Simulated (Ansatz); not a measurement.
## Pressure series in Ir

Consider Ir in the fcc (Cu type) structure (space group Fm-3m, No. 225; a = 3.8708 Å).

Cell and atoms are relaxed at each pressure.

Calculations: Ansatz (a program for electronic structure), PBE, PAW, cutoff 420 eV, no spin-orbit coupling.

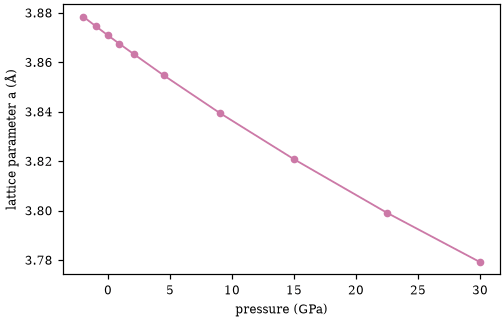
Lattice parameter a against pressure

| pressure (GPa) | lattice parameter a |
|---|---|
| -2 | 3.878 Å |
| -1 | 3.875 Å |
| 0.9 | 3.868 Å |
| 2.1 | 3.863 Å |
| 4.5 | 3.855 Å |
| 9 | 3.840 Å |
| 15 | 3.821 Å |
| 22.5 | 3.799 Å |
| 30 | 3.779 Å |

Load acts through the strain it causes; cell and atoms are relaxed under it. No phonon test of stability was made. No other phases were tried under pressure. The final runs are not spin-polarised.
